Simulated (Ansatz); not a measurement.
# Cu(111) with 4 thermally displaced layers, 2x2: scattering by thermal displacements

Wanted: the phonon-limited resistivity of Cu at 300 K by the Landauer route. The measured value for the pure metal at this temperature is 1.725 µΩ cm (CRC Handbook of Chemistry and Physics, 84th ed., 2003, Electrical Resistivity of Pure Metals).

Main program and level: Ansatz 0.2.0; Ansatz plane-wave DFT, PBE, PAW files; ballistic transport by layer matching (Landauer), zero bias; PAW set soft_1.

## Step 1: Set-up

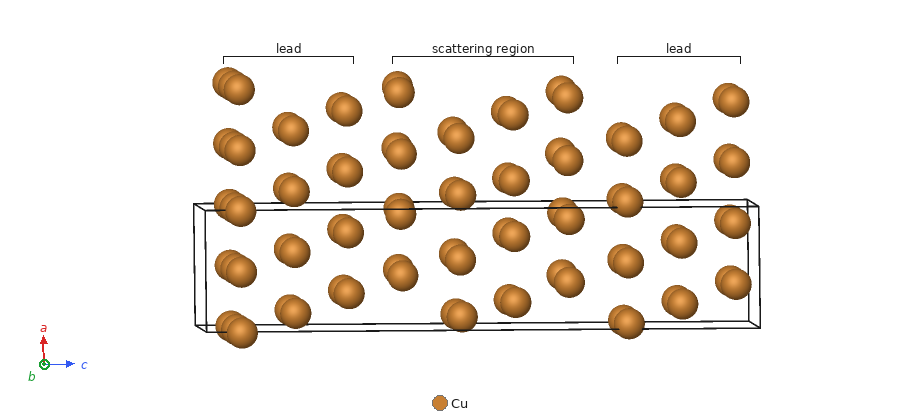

Start, viewed from the side, with the c axis across the page; copper orange. 2×1×1 cells are drawn. Some periodic images of atoms are drawn too.

The cell holds 40 atoms: 40 Cu. Its edges and angles: a = 5.112 Å, b = 5.112 Å, c = 20.923 Å, α = 93.5°, β = 86.5°, γ = 120.0°. It derives from Cu. Regions: lead, 24 atoms (24 Cu); scattering region, 16 atoms (16 Cu). The structure is stacked along c, and the current runs across the ab planes.

## Step 2: With 4 displaced layers

Each atom of 4 layers is moved at random, by amounts drawn from a normal law 0.0778 Å wide in each direction from the Debye model (343 K) at 300 K. The layers about the cell's end stay perfect and serve as the lead. Disorder leaves little or no symmetry, which makes such runs dear. Energies from -0.05 to 0.05 eV in steps of 0.05 eV are too few for the program's thermal sum, so it prints no conductance; for a metal the transmission near the Fermi level serves, at a fraction of the cost.

File input.yaml:

```yaml
crystal:
  lattice:
    - [5.1123254594, 0.0, 0.0]
    - [-2.5561627297, 4.4274037203, 0.0]
    - [1.2780813649, -0.73790062, 20.8709812911]
  atoms:
    - { symbol: Cu, position: [0.9916666667, 0.0083333333, 0.05] }
    - { symbol: Cu, position: [0.9916666667, 0.5083333333, 0.05] }
    - { symbol: Cu, position: [0.4916666667, 0.0083333333, 0.05] }
    - { symbol: Cu, position: [0.4916666667, 0.5083333333, 0.05] }
    - { symbol: Cu, position: [0.1416666667, 0.3583333333, 0.15] }
    - { symbol: Cu, position: [0.1416666667, 0.8583333333, 0.15] }
    - { symbol: Cu, position: [0.6416666667, 0.3583333333, 0.15] }
    - { symbol: Cu, position: [0.6416666667, 0.8583333333, 0.15] }
    - { symbol: Cu, position: [0.2916666667, 0.2083333333, 0.25] }
    - { symbol: Cu, position: [0.2916666667, 0.7083333333, 0.25] }
    - { symbol: Cu, position: [0.7916666667, 0.2083333333, 0.25] }
    - { symbol: Cu, position: [0.7916666667, 0.7083333333, 0.25] }
    - { symbol: Cu, position: [0.9533693733, 0.0829803235, 0.3545638864] }
    - { symbol: Cu, position: [0.9316136067, 0.5527714311, 0.3480347186] }
    - { symbol: Cu, position: [0.4493777468, 0.0578123379, 0.3527832468] }
    - { symbol: Cu, position: [0.4273823283, 0.5857926091, 0.3496406484] }
    - { symbol: Cu, position: [0.1010533709, 0.405698857, 0.4485873006] }
    - { symbol: Cu, position: [0.106079875, 0.9226915678, 0.4492452785] }
    - { symbol: Cu, position: [0.5959055894, 0.4198382784, 0.4467567017] }
    - { symbol: Cu, position: [0.572513719, 0.9148554063, 0.4475011566] }
    - { symbol: Cu, position: [0.2055923219, 0.243742643, 0.5482575117] }
    - { symbol: Cu, position: [0.2103825555, 0.7321383512, 0.5501365298] }
    - { symbol: Cu, position: [0.7537308891, 0.2537761295, 0.5472290117] }
    - { symbol: Cu, position: [0.7540097542, 0.770746504, 0.5488820195] }
    - { symbol: Cu, position: [0.9092413358, 0.1265247279, 0.649228783] }
    - { symbol: Cu, position: [0.8821902512, 0.6145941691, 0.6509224718] }
    - { symbol: Cu, position: [0.3975111401, 0.085356513, 0.6475345193] }
    - { symbol: Cu, position: [0.3636063963, 0.5779508571, 0.6504711546] }
    - { symbol: Cu, position: [0.0416666667, 0.4583333333, 0.75] }
    - { symbol: Cu, position: [0.0416666667, 0.9583333333, 0.75] }
    - { symbol: Cu, position: [0.5416666667, 0.4583333333, 0.75] }
    - { symbol: Cu, position: [0.5416666667, 0.9583333333, 0.75] }
    - { symbol: Cu, position: [0.1916666667, 0.3083333333, 0.85] }
    - { symbol: Cu, position: [0.1916666667, 0.8083333333, 0.85] }
    - { symbol: Cu, position: [0.6916666667, 0.3083333333, 0.85] }
    - { symbol: Cu, position: [0.6916666667, 0.8083333333, 0.85] }
    - { symbol: Cu, position: [0.8416666667, 0.1583333333, 0.95] }
    - { symbol: Cu, position: [0.8416666667, 0.6583333333, 0.95] }
    - { symbol: Cu, position: [0.3416666667, 0.1583333333, 0.95] }
    - { symbol: Cu, position: [0.3416666667, 0.6583333333, 0.95] }
kpoints:
  mp_grid: { grid: [5, 5, 1] }
hamiltonian:
  xc: pbe
  pseudopotentials: { kind: paw, azcp: { folder: soft_1 } }
scf:
  occupations: { method: fermi_dirac, width: 0.1 }
output:
  transmission:
    leads: [[0, 4]]
    kmesh: [10, 10]
    e_range: [-0.05, 0.05]
    de: 0.05
  write_potential: true
  write_density: true
  volumetric_format: npy
```

The run is started by

```
$ ansatz run input.yaml --threads 4 --pin off --max-ram 15360MiB --backend cpu --events-out ev --progress --plain --runs-dir out
```

Numbers of over 12 decimals in the logs are rounded to 6 here.

The program printed:

```text
Engine: ansatz 0.2.0, aarch64-unknown-linux-gnu
Pseudopotentials: kind: paw
Pseudopotential: Cu, paw, valence charge 19, recommended cutoff 420 eV (normal), soft_1/Cu.paw.azcp
Functional definition: PBE
  parameter kappa = 0.804
  parameter beta = 0.066725
  exchange = pbe_x(kappa = kappa, mu = beta*pi^2/3)
  correlation = pbe_c(beta = beta)
Crystal: 40 atoms, lattice volume = 472.401 Å³
Basis set: ecut = 420 eV, 9295 PW (Γ)
Bands: 456, of which v1, the nominal top of the filled ones, is band 380 counted from 1 (379 counted from 0)
Symmetry: 1 space group operations
Space group: P1 (ITA 1), of the structure as read, at distance tolerance 7.8e-5 Å
k-points: 13 of 25 (time reversal used)
Non-local potential: Cu, projectors of the file, l = 0: 3, l = 1: 2, l = 2: 3, l = 3: 1
PAW form: soft (Blöchl's): semilocal exchange-correlation on the pseudo side does not see the compensation charge
PAW one-centre angular grid: Cu, 590 points (default); XC on 64 Gauss nodes
Initial density: superposition of atomic densities (chi_scale 0.1, normalization cell)
Initial wavefunctions: pseudopotential atomic-orbital guess
Functional: x = pbe(κ = 0.804, μ = 0.219515), c = pbe(β = 0.066725)
SCF iter   1: F=—  HF=-265043.021074 eV  |F-HF|=—  |Δ(HF+E_count)|=         —  Δρ=2.67e-1  dr2=2.02e2  ethr=3.10e-3  ⟨swp⟩=5.1  Hψ=18461  notcnv=0  defer=13
preconditioner: auto → Kerker (q_TF=auto, 2.953 Å⁻¹)  [metal: Δε(μ)=0.010 eV  Ē_g=9.123 eV  σ=0.100 eV  W_gap=0.02  n_scr=218 (ndim 8)  ℏωp=35.8 eV  f_vac=0.000  D(μ)=23.25/eV (n_scr^D=228)]
SCF iter   2: F=—  HF=-265012.805277 eV  |F-HF|=—  |Δ(HF+E_count)|=    3.02e1  Δρ=7.34e-2  dr2=1.98e1  ethr=3.10e-3  ⟨swp⟩=2.0  Hψ=11359  notcnv=0  defer=699
SCF iter   3: F=—  HF=-265007.467098 eV  |F-HF|=—  |Δ(HF+E_count)|=    5.34e0  Δρ=4.45e-2  dr2=7.48e0  ethr=2.61e-3  ⟨swp⟩=2.0  Hψ=7040  notcnv=0  defer=702
SCF iter   4: F=—  HF=-265006.106304 eV  |F-HF|=—  |Δ(HF+E_count)|=    1.36e0  Δρ=8.74e-3  dr2=2.22e-1  ethr=9.84e-4  ⟨swp⟩=2.0  Hψ=8203  notcnv=0  defer=702
SCF iter   5: F=—  HF=-265006.445808 eV  |F-HF|=—  |Δ(HF+E_count)|=   3.40e-1  Δρ=3.07e-3  dr2=3.89e-2  ethr=2.92e-5  ⟨swp⟩=2.0  Hψ=9956  notcnv=0  defer=713
SCF iter   6: F=—  HF=-265006.451916 eV  |F-HF|=—  |Δ(HF+E_count)|=   6.11e-3  Δρ=1.17e-3  dr2=6.10e-3  ethr=5.12e-6  ⟨swp⟩=2.0  Hψ=8068  notcnv=0  defer=713
SCF iter   7: F=—  HF=-265006.453061 eV  |F-HF|=—  |Δ(HF+E_count)|=   1.14e-3  Δρ=2.51e-4  dr2=2.41e-4  ethr=8.03e-7  ⟨swp⟩=2.1  Hψ=10074  notcnv=0  defer=713
SCF iter   8: F=—  HF=-265006.453123 eV  |F-HF|=—  |Δ(HF+E_count)|=   6.22e-5  Δρ=9.19e-5  dr2=3.08e-5  ethr=3.17e-8  ⟨swp⟩=1.1  Hψ=5214  notcnv=0  defer=713
SCF iter   9: F=—  HF=-265006.453083 eV  |F-HF|=—  |Δ(HF+E_count)|=   3.96e-5  Δρ=7.21e-5  dr2=3.03e-5  ethr=4.06e-9  ⟨swp⟩=2.0  Hψ=9692  notcnv=0  defer=713
SCF iter  10: F=—  HF=-265006.453080 eV  |F-HF|=—  |Δ(HF+E_count)|=   2.91e-6  Δρ=1.48e-5  dr2=2.94e-6  ethr=3.99e-9  ⟨swp⟩=2.0  Hψ=7197  notcnv=0  defer=713
SCF iter  11: F=—  HF=-265006.453080 eV  |F-HF|=—  |Δ(HF+E_count)|=   8.68e-8  Δρ=3.40e-6  dr2=3.29e-7  ethr=3.87e-10  ⟨swp⟩=1.0  Hψ=5212  notcnv=0  defer=713
SCF iter  12: F=-265006.453080 eV  HF=-265006.453080 eV  |F-HF|=2.59e-8  |Δ(HF+E_count)|=   6.87e-9  Δρ=2.03e-6  dr2=2.33e-8  ethr=1.32e-11  ⟨swp⟩=7.1  Hψ=20478  notcnv=0
SCF 1 converged in 12 iterations: F = -265006.453080 eV  dr2 = 2.33e-8
  greatest PAW one-centre occupation: 1.000 electrons in one spin orbital (limit 2), on the Cu atom at site 26 (counted from 0), in its partial waves of l = 0
transmission: 158 of 1560 steps passed
transmission: 314 of 1560 steps passed
[...]
transmission: 1560 of 1560 steps passed
SCF converged after 12 iterations
Free energy (F): -265006.453080 eV
Harris-Foulkes:  -265006.453080 eV  (|F-HF|=2.59e-8)
Internal energy: -265005.947817 eV  (E = F + TS)
E sigma→0 (E₀):  -265006.200449 eV
Entropy (-TS):   -0.505263 eV (-12.632 meV/atom)
Fermi energy:    16.341368 eV
--- Per-component energies (eV) ---
  E_band       = -14696.634585
  E_kinetic    = 10474.975238
  E_local      = -180588.643209  (includes V_loc(G=0)·N_el)
  E_nonlocal   = 35590.907154
  E_hartree    = 76520.125892
  E_xc         = -2761.931229
  E_vxc        = -3566.495403  (∫ρ·V_xc dr)
  E_paw        = -72595.383657  (= ΣΔE_a)
  E_vpaw       = -29647.711247  (= ΣTr[D̂ρ^β])
  E_aug_tail   = 0.040351  (compensation charges beyond the density's cutoff)
  E_ewald      = -131646.038356
  E_smearing   = -0.505263  (= −TS)
  E_closure    = -0.000000  (closes the sum)
  Σ components = -265006.453080   (vs F -265006.453080, Δ=0.00e0)
--- Band table (eV; the first three rows and the last of 13) ---
  k-point 0: bands = [... 376 lower, 16.2508, 16.6599, 16.6743, 16.7017, 16.7292, 17.0177, 17.0498, 17.2618, ... 72 higher]
  k-point 1: bands = [... 376 lower, 15.9622, 16.0675, 16.1142, 16.2662, 16.4017, 16.4364, 16.4736, 16.5546, ... 72 higher]
  k-point 2: bands = [... 376 lower, 16.1336, 16.1569, 16.1794, 16.2183, 16.2907, 16.3879, 16.5402, 16.6622, ... 72 higher]
  k-point 12: bands = [... 376 lower, 15.3369, 15.9938, 16.0819, 16.2988, 16.3429, 16.6185, 16.8483, 17.6106, ... 72 higher]
--- Transmission ---
  basis      : 199 plane waves across, 30 finite elements along
  points     : 52, standing for a mesh of 10 x 10
  energies   : 3 from -0.050000 to 0.050000 eV about the Fermi level, 0.050000 eV apart; the leads are filled to 0.000000 eV, and channels, transmission and decay are at 0.000000 eV
  crystal 0  : Cu4, at the sites [0, 4], period 2.0871 Å, over 12.52 Å; its Hamiltonian steps by up to 2.4 meV
    offset         : up to 0.0000 Å between an atom of the period and one for which it stands
    channels       : 3.210000e0 a spin
    conductance    : none, the energies end too early or step too widely for 300 K: set another output.transmission.e_range or a lower de, or, where they end at an eighth of basis.ecutwfc, a higher one
  junction   : crystal 0 to crystal 0, 0.70 to 19.48 Å
    transmission   : 3.138949e0 a spin
    conductance    : none, the energies end too early or step too widely for 300 K: set another output.transmission.e_range or a lower de, or, where they end at an eighth of basis.ecutwfc, a higher one
```

The job ended after 8.4 min (4 threads of Arm Neoverse V1, shared host; peak memory 4.9 GiB; 33 min of CPU time).

The column dr2 measures how far the density is from self-consistency, as an energy; F and HF (Harris–Foulkes) agree once it is small.

This step gave:

| Quantity | Value |
| --- | --- |
| free energy | -265006.4531 eV |
| energy at zero smearing | -265006.2004 eV |
| Fermi energy | 16.34 eV |
| cell area | 22.63 Å² |
| transmission per spin nearest the Fermi level | 3.139 |
| open channels per spin nearest the Fermi level | 3.21 |
| step of the lead's potential | 2.4 meV |

Per spin. The transmission, zone mean by energy, zero at the Fermi level:

| energy (eV) | transmission, zone mean |
| --- | --- |
| -0.0500 | 3.13 |
| 0.0000 | 3.14 |
| 0.0500 | 3.14 |

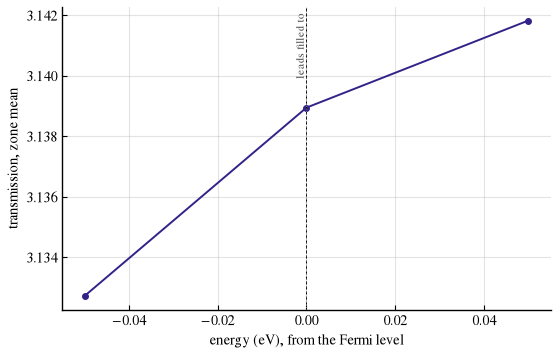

Transmission, zone mean against energy.

Per spin. The open channels, zone mean, lead stays at 3.21 for energy from -0.05 to 0.05 eV.

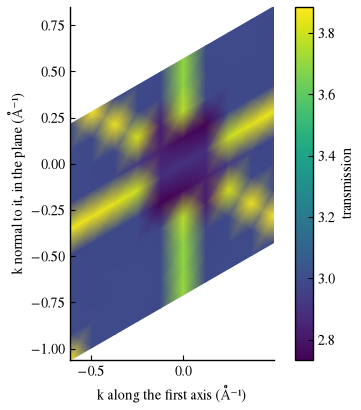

Transmission over k1 and k2. At 0.0000 eV from the Fermi level.

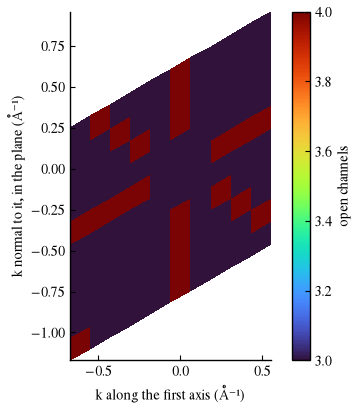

Open channels over k1 and k2. At 0.0000 eV from the Fermi level.

Over the solved energies the transmission per spin lies between 3.13 and 3.14, out of 3.21 channels of the lead on average (up to 3.21).

## Step 3: With 8 displaced layers

System of this step: Cu(111) with 8 thermally displaced layers, 2x2. The cell holds 56 atoms: 56 Cu. Its edges and angles: a = 5.112 Å, b = 5.112 Å, c = 29.257 Å, α = 87.5°, β = 92.5°, γ = 120.0°. It derives from Cu. Regions: lead, 24 atoms (24 Cu); scattering region, 32 atoms (32 Cu). The structure is stacked along c, and the current runs across the ab planes.

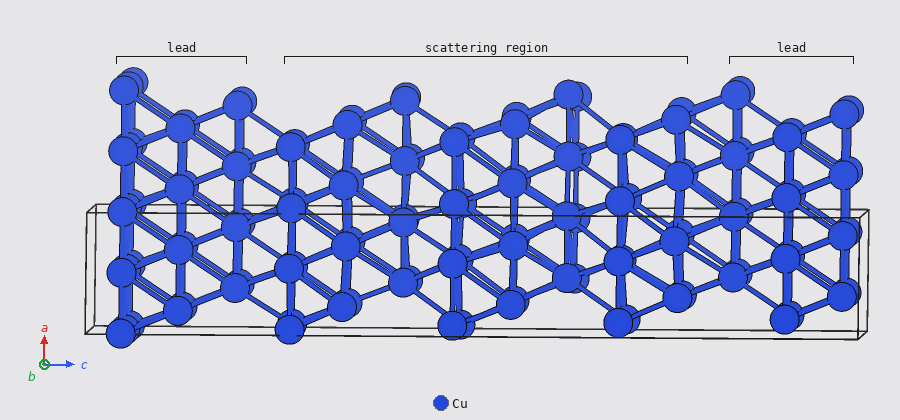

The cell of this step (copper blue). 2×1×1 cells are drawn. Some periodic images of atoms are drawn too.

File input.yaml:

```yaml
crystal:
  lattice:
    - [5.1123254594, 0.0, 0.0]
    - [-2.5561627297, 4.4274037203, 0.0]
    - [-1.2780813649, 0.73790062, 29.2193738075]
  atoms:
    - { symbol: Cu, position: [0.005952381, 0.994047619, 0.0357142857] }
    - { symbol: Cu, position: [0.005952381, 0.494047619, 0.0357142857] }
    - { symbol: Cu, position: [0.505952381, 0.994047619, 0.0357142857] }
    - { symbol: Cu, position: [0.505952381, 0.494047619, 0.0357142857] }
    - { symbol: Cu, position: [0.1845238095, 0.3154761905, 0.1071428571] }
    - { symbol: Cu, position: [0.1845238095, 0.8154761905, 0.1071428571] }
    - { symbol: Cu, position: [0.6845238095, 0.3154761905, 0.1071428571] }
    - { symbol: Cu, position: [0.6845238095, 0.8154761905, 0.1071428571] }
    - { symbol: Cu, position: [0.3630952381, 0.1369047619, 0.1785714286] }
    - { symbol: Cu, position: [0.3630952381, 0.6369047619, 0.1785714286] }
    - { symbol: Cu, position: [0.8630952381, 0.1369047619, 0.1785714286] }
    - { symbol: Cu, position: [0.8630952381, 0.6369047619, 0.1785714286] }
    - { symbol: Cu, position: [0.043821926, 0.944740484, 0.2536882659] }
    - { symbol: Cu, position: [0.0598594977, 0.4691760896, 0.2510692496] }
    - { symbol: Cu, position: [0.5447785856, 0.9346624231, 0.251634136] }
    - { symbol: Cu, position: [0.53546428, 0.4271263144, 0.2509237123] }
    - { symbol: Cu, position: [0.2230979988, 0.2936854971, 0.3202598914] }
    - { symbol: Cu, position: [0.2225832519, 0.7861734247, 0.3190961694] }
    - { symbol: Cu, position: [0.7286412436, 0.2776995641, 0.3227394441] }
    - { symbol: Cu, position: [0.7221082493, 0.7985744495, 0.3230394764] }
    - { symbol: Cu, position: [0.4022107626, 0.1117330465, 0.3962103142] }
    - { symbol: Cu, position: [0.4126295965, 0.5731560751, 0.3952078316] }
    - { symbol: Cu, position: [0.9046137289, 0.0999882316, 0.3901776381] }
    - { symbol: Cu, position: [0.9071046444, 0.5787743302, 0.3943662181] }
    - { symbol: Cu, position: [0.0830018969, 0.8946522654, 0.4634804831] }
    - { symbol: Cu, position: [0.0602789463, 0.4262344664, 0.4683166239] }
    - { symbol: Cu, position: [0.592292909, 0.8916384223, 0.4627553356] }
    - { symbol: Cu, position: [0.6021432412, 0.4501766285, 0.4654068777] }
    - { symbol: Cu, position: [0.2472034285, 0.2492746262, 0.5356700493] }
    - { symbol: Cu, position: [0.246573487, 0.7309735513, 0.5367450799] }
    - { symbol: Cu, position: [0.7597211695, 0.2425125371, 0.5351242047] }
    - { symbol: Cu, position: [0.7326695752, 0.7349718795, 0.5389255704] }
    - { symbol: Cu, position: [0.4195713944, 0.0395933951, 0.6106948294] }
    - { symbol: Cu, position: [0.4611347188, 0.6024806921, 0.6073092498] }
    - { symbol: Cu, position: [0.9153767366, 0.0394584898, 0.6106666028] }
    - { symbol: Cu, position: [0.9661167864, 0.551342099, 0.6054204624] }
    - { symbol: Cu, position: [0.1147519458, 0.8724383199, 0.677851266] }
    - { symbol: Cu, position: [0.1099448078, 0.3897911639, 0.6814855772] }
    - { symbol: Cu, position: [0.6213158147, 0.9032332983, 0.6774537833] }
    - { symbol: Cu, position: [0.5986580474, 0.3499863283, 0.6747120086] }
    - { symbol: Cu, position: [0.2988488597, 0.1977090614, 0.7515435968] }
    - { symbol: Cu, position: [0.3118917181, 0.73120131, 0.7521609775] }
    - { symbol: Cu, position: [0.8058477809, 0.2066814096, 0.7481413295] }
    - { symbol: Cu, position: [0.7757493844, 0.7002612115, 0.7469926612] }
    - { symbol: Cu, position: [0.4702380952, 0.0297619048, 0.8214285714] }
    - { symbol: Cu, position: [0.4702380952, 0.5297619048, 0.8214285714] }
    - { symbol: Cu, position: [0.9702380952, 0.0297619048, 0.8214285714] }
    - { symbol: Cu, position: [0.9702380952, 0.5297619048, 0.8214285714] }
    - { symbol: Cu, position: [0.1488095238, 0.8511904762, 0.8928571429] }
    - { symbol: Cu, position: [0.1488095238, 0.3511904762, 0.8928571429] }
    - { symbol: Cu, position: [0.6488095238, 0.8511904762, 0.8928571429] }
    - { symbol: Cu, position: [0.6488095238, 0.3511904762, 0.8928571429] }
    - { symbol: Cu, position: [0.3273809524, 0.1726190476, 0.9642857143] }
    - { symbol: Cu, position: [0.3273809524, 0.6726190476, 0.9642857143] }
    - { symbol: Cu, position: [0.8273809524, 0.1726190476, 0.9642857143] }
    - { symbol: Cu, position: [0.8273809524, 0.6726190476, 0.9642857143] }
kpoints:
  mp_grid: { grid: [5, 5, 1] }
hamiltonian:
  xc: pbe
  pseudopotentials: { kind: paw, azcp: { folder: soft_1 } }
scf:
  occupations: { method: fermi_dirac, width: 0.1 }
output:
  transmission:
    leads: [[0, 4]]
    kmesh: [10, 10]
    e_range: [-0.05, 0.05]
    de: 0.05
  write_potential: true
  write_density: true
  volumetric_format: npy
```

The program printed:

```text
[...]
Crystal: 56 atoms, lattice volume = 661.361 Å³
Basis set: ecut = 420 eV, 12983 PW (Γ)
Bands: 639, of which v1, the nominal top of the filled ones, is band 532 counted from 1 (531 counted from 0)
Symmetry: 1 space group operations
[...]
k-points: 13 of 25 (time reversal used)
[...]
SCF iter   1: F=—  HF=-371059.181688 eV  |F-HF|=—  |Δ(HF+E_count)|=         —  Δρ=2.66e-1  dr2=2.81e2  ethr=3.10e-3  ⟨swp⟩=4.9  Hψ=25456  notcnv=0  defer=23
[...]
SCF iter  13: F=-371008.168267 eV  HF=-371008.168267 eV  |F-HF|=3.01e-8  |Δ(HF+E_count)|=  6.98e-10  Δρ=8.69e-7  dr2=3.47e-8  ethr=9.40e-12  ⟨swp⟩=7.0  Hψ=28833  notcnv=0
SCF 1 converged in 13 iterations: F = -371008.168267 eV  dr2 = 3.47e-8
[...]
transmission: 234 of 2340 steps passed
transmission: 468 of 2340 steps passed
[...]
transmission: 2340 of 2340 steps passed
SCF converged after 13 iterations
Free energy (F): -371008.168267 eV
[...]
Internal energy: -371007.452740 eV  (E = F + TS)
E sigma→0 (E₀):  -371007.810503 eV
Entropy (-TS):   -0.715527 eV (-12.777 meV/atom)
Fermi energy:    16.341184 eV
[...]
--- Band table (eV; the first three rows and the last of 13) ---
  k-point 0: bands = [... 528 lower, 16.3275, 16.5904, 16.6549, 16.8461, 16.8734, 16.9111, 16.9456, 17.0608, ... 103 higher]
  k-point 1: bands = [... 528 lower, 16.0834, 16.1965, 16.2285, 16.2717, 16.3190, 16.4106, 16.4459, 16.5202, ... 103 higher]
  k-point 2: bands = [... 528 lower, 16.1290, 16.1553, 16.1951, 16.2807, 16.3200, 16.4270, 16.5811, 16.6075, ... 103 higher]
  k-point 12: bands = [... 528 lower, 15.6286, 15.7318, 16.0246, 16.3844, 16.5214, 16.7540, 16.7802, 16.9844, ... 103 higher]
--- Transmission ---
  basis      : 199 plane waves across, 45 finite elements along
  points     : 52, standing for a mesh of 10 x 10
[...]
channels       : 3.210000e0 a spin
[...]
junction   : crystal 0 to crystal 0, 0.70 to 27.83 Å
    transmission   : 3.065231e0 a spin
[...]
```

Run time: 18 min. Hardware: 4 threads; peak memory 8.4 GiB; 66 min of CPU time.

Numbers from this step:

| Quantity | Value |
| --- | --- |
| free energy | -371008.1683 eV |
| energy at zero smearing | -371007.8105 eV |
| transmission per spin nearest the Fermi level | 3.065 |
| step of the lead's potential | 3.4 meV |

Per spin. The transmission, zone mean by energy, zero at the Fermi level:

| energy (eV) | transmission, zone mean |
| --- | --- |
| -0.0500 | 3.05 |
| 0.0000 | 3.07 |
| 0.0500 | 3.07 |

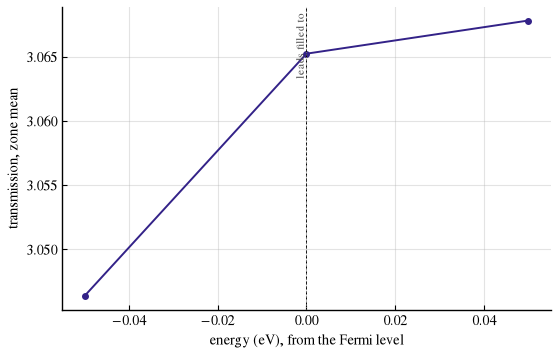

Transmission, zone mean, plotted against energy.

Over the solved energies the transmission per spin lies between 3.05 and 3.07, out of 3.21 channels of the lead on average (up to 3.21).

[end of part 1 of 2]

[Logs are printed without paths, hosts, clocks, repeated set-up lines and the standing remarks that a program may print on its own settings, such as how far it seeks lower states.]

[Hosts, paths, dates, database ids (printed as entryN), source tags and the programs' standing remarks are cut or masked in the printed files.]
